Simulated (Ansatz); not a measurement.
The starting structures come from a database of crystals and need not be the phases stable at ambient conditions.

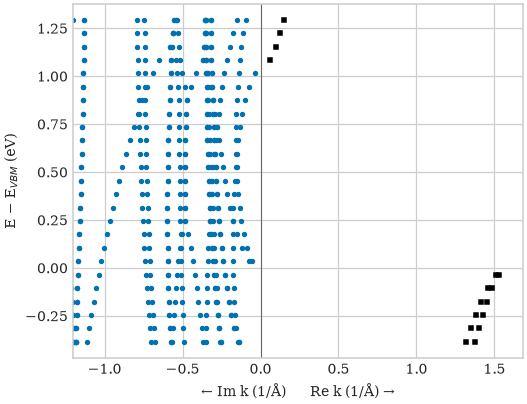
Figure. Complex bands at the centre of the two-dimensional zone; PBEsol (Ansatz, an electronic-structure program)

The gap is the functional's own, uncorrected, and κ follows it; spin-orbit coupling is left out. Mid-gap values are interpolated between the computed energies.

**Question.** This is NbNO (I4_1md, not sure to be the ambient phase, 6 atoms a cell, 13.8 Å³ an atom, -11 GPa at this level) along the normal of (100). Read off the slowest decay at the centre of the two-dimensional zone at 0.53 eV, the computed energy nearest the middle of the gap.

**Answer.** κ ≈ 0.15 1/Å, a decay length 1/(2κ) of the density of 3.3 Å.
